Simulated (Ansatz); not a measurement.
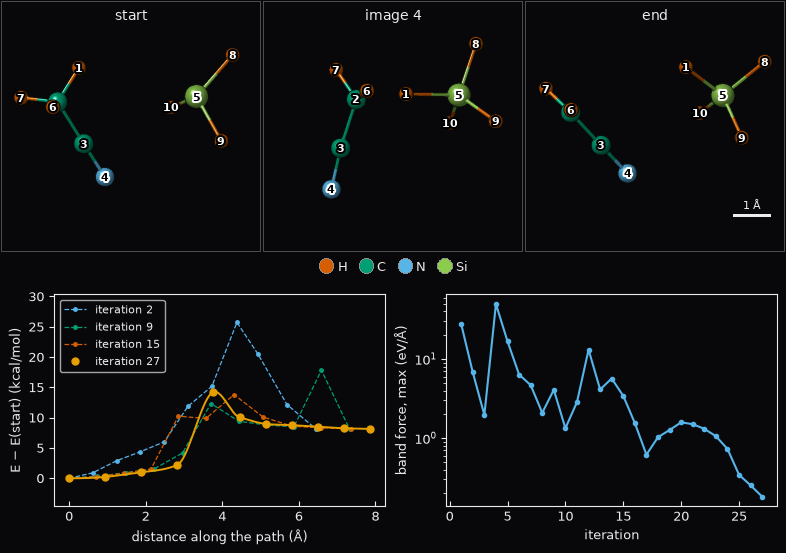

A nudged-elastic-band calculation for C₂H₆NSi (multiplicity 2), made up of C2H3N and SiH₃. Images are numbered from 0 (start) to 10 (end). The plot follows the band through its iterations. Style: ball-and-stick. Shown at a tilt.

These are results of UKS PBE-D4/6-31G* (Ansatz), not measurements. Set-up: 9 movable images; climbing image; force threshold 0.2 eV/Å; iteration limit 60; starting path through a guess of the saddle point.

Did the band converge, and can the barrier be trusted?

Answer. The run met only a loose threshold, so the barrier can't be trusted yet. The band converged in 27 iterations. The largest component of the band force went from 28 to 0.18 eV/Å. The climbing image converged on the top of the path. Its curvatures weren't checked. The force threshold is so loose that the height of the top is at best an upper bound. The first iteration put the highest image at 106.6 kcal/mol. The highest point, image 4, lies 14.2 kcal/mol above the start and 6.1 kcal/mol above the end; the end is at +8.1 kcal/mol relative to the start.

Limits of the set-up: the start holds two separate molecules, 3.3 Å apart at their closest, whose relative position is a soft coordinate.

Cost: 3.7 min on 2 threads of Intel(R) Xeon(R) 6975P-C (Granite Rapids), with other jobs on the host, peak memory 0.18 GiB.
